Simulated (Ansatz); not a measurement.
# AsSb3: what the fields show

```xyz
4

As    1.2552    0.7292    0.6416
Sb   -1.2259    1.1901   -0.2630
Sb    0.5066   -0.7106   -1.4922
Sb   -0.5359   -1.2087    1.1136
```

Geometry: PBE-D4/def2-SVP; core potentials replace the inner electrons of Sb.

The calculation used RKS PBE0-D4/def2-TZVP in Ansatz.

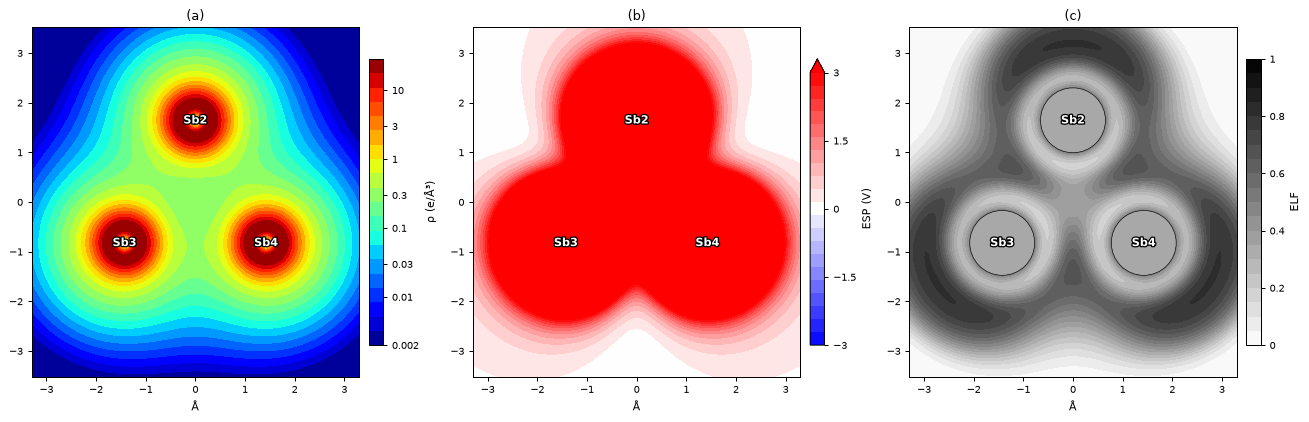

Figure 1. (a) electron density; (b) molecular electrostatic potential; (c) ELF on the plane of atoms Sb3, Sb2 and Sb4. Grey discs cover the atomic cores in the ELF map.

Question: Describe what can be read from this map.

Answer: The plane passes through Sb nuclei. Sb–Sb (2.85 Å): ρ at the midpoint is about 0.36 e/Å³; the ELF reaches about 0.55 near the midpoint. The ELF also peaks beside Sb3, Sb4 and Sb2, away from the bonds: lone-pair regions. The potential has no marked negative region in this plane.

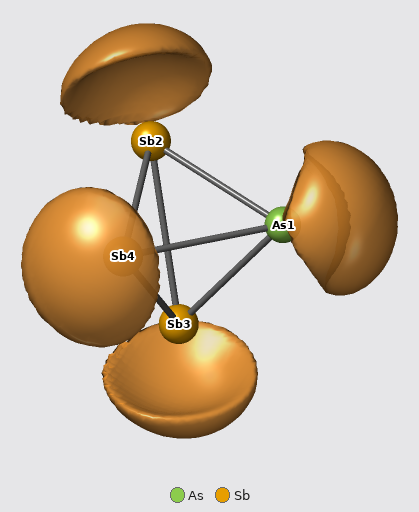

Figure 2. Isosurface of the ELF at 0.75 (orange), seen at an oblique angle. Core shells and regions of very low density are left out.

Question: What do the ELF domains correspond to?

Answer: At this value the surface marks out one lobe on As, pointing away from the bonds (lone pairs) and three lobes on Sb, pointing away from the bonds (lone pairs). Profiles from the grid: Sb–As (2.68 Å): the ELF peaks at about 0.65 in the valence shell of As, 1.2 Å from its nucleus, and drops to about 0.20 between the two atoms.

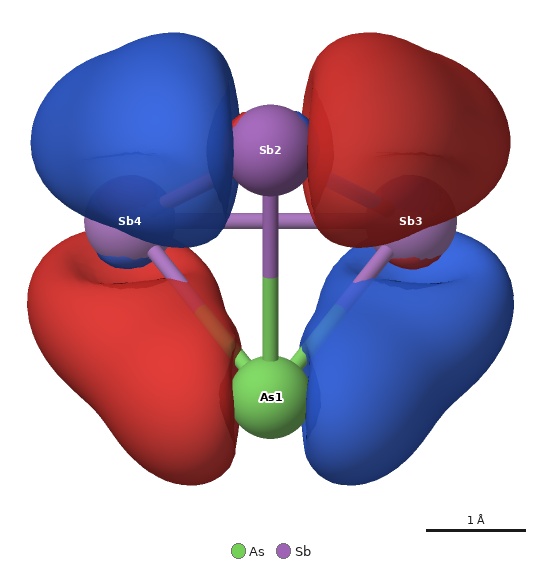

Figure 3. The HOMO at ±0.1 Å⁻³ᐟ² (blue and red are the two phases), seen from one side.

Question: Where does this orbital lie, and at what energy?

Answer: By Hirshfeld shares it lies mainly on Sb2 (about 25 %), Sb3 (about 25 %), Sb4 (about 25 %) and As1 (about 20 %). It is one of a degenerate set, so its orientation is arbitrary. Its energy is −6.34 eV.
